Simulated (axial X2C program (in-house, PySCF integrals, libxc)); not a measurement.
**Linear AlSH at several levels**

Aim: the two bond lengths and stretching wavenumbers of linear AlSH, with and without spin–orbit coupling, at PBE0, HF, LDA, MP2.

Method: all-electron X2C, two-component (2c) or spin-free, Al dyall-v3z, S dyall-av3z, H dyall-v3z; program: an in-house X2C program for linear molecules on PySCF integrals.

All values are calculated.

1 further run of the same task is left out (set aside as unsound or not needed).

## Step 1: The job

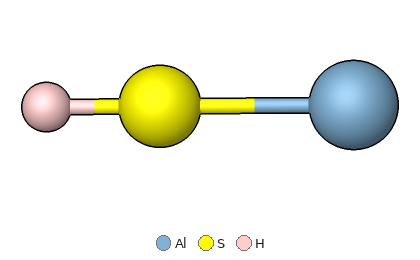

The atoms on one line, bonds 2.290 and 1.340 Å (aluminium light blue, sulfur yellow, hydrogen pink).

task.json reads:

```json
{"zs": [13, 16, 1], "q": 0, "bas": ["dyall-v3z", "dyall-av3z", "dyall-v3z"], "r0": [2.29, 1.34], "symm": 0, "scan": ["PBE0", "HF", "LDA"], "levels": ["PBE0", "HF", "BHandHLYP"], "nst": 2}
```

Keys: zs atomic numbers; q charge; bas basis sets; r0 starting distance in Å; symm equal bonds; scan levels of the two-bond scan (MP2 follows by itself at each HF point); levels methods; nst determinants followed.

Launch:

```
> python solin.py task.json out
```

Masses Al 26.982, S 31.972, H 1.008 u.

## Step 2: Scan at PBE0, 2c

State: Ω = 0 (all partner blocks equally filled). Energies above the lowest point, from the job's result record:

| r(Al–S) (Å) | r(S–H) (Å) | E (meV) |
| --- | --- | --- |
| 2.1391 | 1.3143 | 32.17 |
| 2.1391 | 1.3480 | 17.34 |
| 2.1391 | 1.3817 | 31.17 |
| 2.1940 | 1.3143 | 14.02 |
| 2.1940 | 1.3480 | 0.00 |
| 2.1940 | 1.3817 | 14.72 |
| 2.1940 | 1.4154 | 53.37 |
| 2.2488 | 1.3143 | 30.38 |
| 2.2488 | 1.3480 | 17.08 |
| 2.2488 | 1.3817 | 32.59 |
| 2.3037 | 1.3480 | 61.24 |
| 2.3037 | 1.4154 | 117.74 |

A quadratic surface with cubic terms in each bond gives the minimum at 2.192 and 1.347 Å, force constants 1.85, 4.08 and coupling 0.07 mdyn/Å.

## Step 3: Scan at HF, 2c

State: Ω = 0 (all partner blocks equally filled). Energies above the lowest point, from the job's result record:

| r(Al–S) (Å) | r(S–H) (Å) | E (meV) |
| --- | --- | --- |
| 2.1391 | 1.3143 | 28.57 |
| 2.1391 | 1.3480 | 33.03 |
| 2.1391 | 1.3817 | 67.30 |
| 2.1940 | 1.3143 | 0.00 |
| 2.1940 | 1.3480 | 4.61 |
| 2.1940 | 1.3817 | 39.08 |
| 2.1940 | 1.4154 | 98.53 |
| 2.2488 | 1.3143 | 5.72 |
| 2.2488 | 1.3480 | 10.46 |
| 2.2488 | 1.3817 | 45.08 |
| 2.3037 | 1.3480 | 43.22 |
| 2.3037 | 1.4154 | 137.76 |

A quadratic surface with cubic terms in each bond gives the minimum at 2.211 and 1.326 Å, force constants 1.7, 4.65 and coupling 0.01 mdyn/Å.

## Step 4: Scan at LDA, 2c

State: Ω = 0 (all partner blocks equally filled). Energies above the lowest point, from the job's result record:

| r(Al–S) (Å) | r(S–H) (Å) | E (meV) |
| --- | --- | --- |
| 2.1391 | 1.3143 | 38.81 |
| 2.1391 | 1.3480 | 9.99 |
| 2.1391 | 1.3817 | 9.36 |
| 2.1940 | 1.3143 | 27.70 |
| 2.1940 | 1.3480 | 0.00 |
| 2.1940 | 1.3817 | 0.61 |
| 2.1940 | 1.4154 | 24.79 |
| 2.2488 | 1.3143 | 49.91 |
| 2.2488 | 1.3480 | 23.20 |
| 2.2488 | 1.3817 | 24.91 |
| 2.3037 | 1.3480 | 72.47 |
| 2.3037 | 1.4154 | 101.60 |

A quadratic surface with cubic terms in each bond gives the minimum at 2.180 and 1.364 Å, force constants 1.86, 3.68 and coupling 0.10 mdyn/Å.

## Step 5: The levels side by side

| level | r(Al–S) (Å) | r(S–H) (Å) | lower stretch (cm⁻¹) | upper stretch (cm⁻¹) |
| --- | --- | --- | --- | --- |
| PBE0, 2c | 2.192 | 1.347 | 459.4 | 2660.7 |
| HF, 2c | 2.211 | 1.326 | 441.3 | 2843.4 |
| LDA, 2c | 2.180 | 1.364 | 461.5 | 2525.6 |
| MP2, 2c | 2.201 | 1.339 | 458.2 | 2723.2 |
| PBE0, spin-free | 2.192 | 1.347 | 459.5 | 2661.5 |
| HF, spin-free | 2.210 | 1.326 | 441.4 | 2844.1 |
| LDA, spin-free | 2.180 | 1.364 | 461.6 | 2526.5 |
| MP2, spin-free | 2.201 | 1.339 | 458.2 | 2724.0 |

Scans not shown above were run alike.

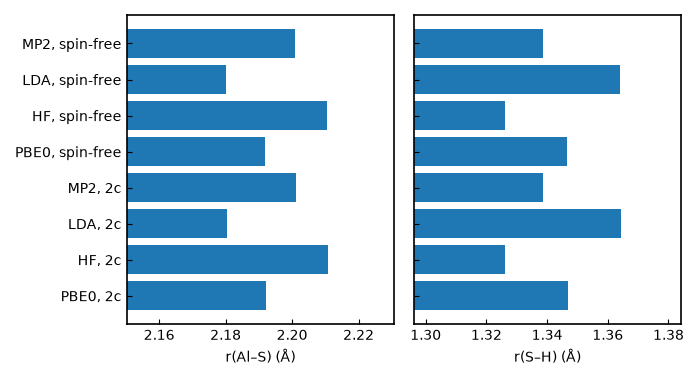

The two bond lengths by level.

In words: Over the levels the Al–S bond spans 2.180 to 2.211 Å and the S–H bond 1.326 to 1.364 Å. At PBE0 spin–orbit coupling leaves both bonds unchanged to 0.001 Å. Each state is one determinant, the lowest of a limited PBE0 search; the stretches come from a fit to few points and are good to some per cent at best. MP2 freezes inner shells (threshold -2 hartree). The molecule was held linear; bending was not examined, so a bent shape may lie lower.
